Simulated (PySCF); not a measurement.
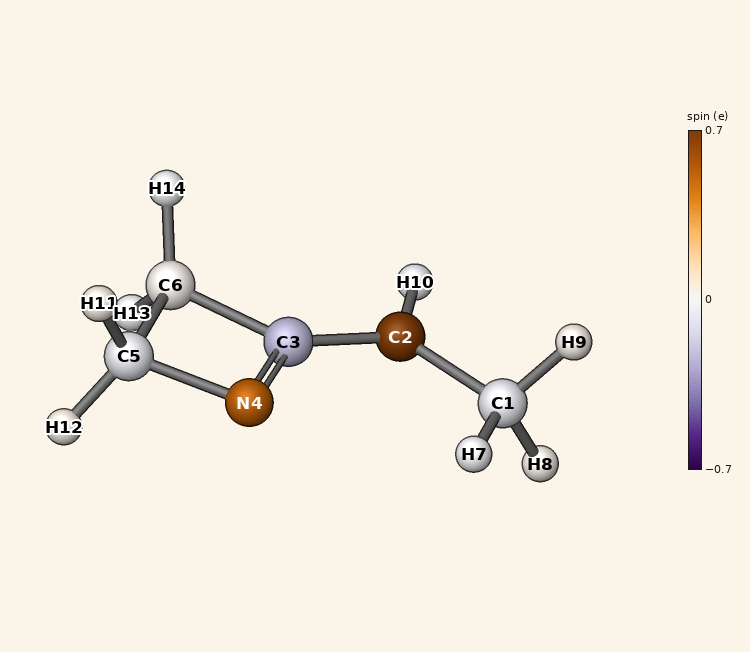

Atoms are coloured by their Mulliken spin populations. Charge 0, doublet. The computed structure is the end point of a GFN2-xTB optimisation. No frequency run is at hand to confirm it as a minimum. Properties computed with UKS B3LYP, pcH-1 on C H N, non-relativistic (PySCF 2.14.0).

Q: Which atom carries the largest spin population?

A: C2 (0.70 e).

Q: Which atom has the lowest spin population?

A: C3 (−0.23 e); a negative value comes from spin polarisation.

Give the Mulliken spin populations atom by atom.

```tsv
atom	value (e)
C1	−0.05
C2	0.70
C3	−0.23
N4	0.53
C5	−0.04
C6	0.02
H7	0.00
H8	0.03
H9	0.03
H10	−0.03
H11	0.03
H12	0.03
H13	−0.01
H14	−0.01
```

Mulliken values depend strongly on the basis set.
